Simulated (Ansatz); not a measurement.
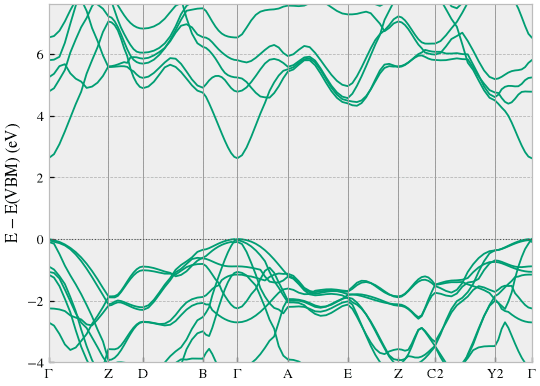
Figure: Band structure from LDA in the plane-wave PAW code Ansatz

Problem. Read off the gap and where the band edges lie.

Solution. About 2.6 eV (2.62 eV by a search for the band edges); maximum at Γ, minimum at Γ.

The material is AlGa$_{3}$N$_{4}$ in space group Pm (No. 6; Pearson symbol mP8).

The first step of the workflow began from a Materials Project structure, measured or hypothetical; the Crystallography Open Database copy checked does not list it. With Al and Ga taken as one species the cell has the higher symmetry P6_3mc, so it may be an ordered model of a mixed-site phase. Whether it is the stable phase at ambient conditions was not checked. Symmetry was held in the LDA relaxation; phonons on a q-mesh show no instability. Spin–orbit coupling is left out wherever it is not named.

Potentials: the later of the program's two PAW sets.
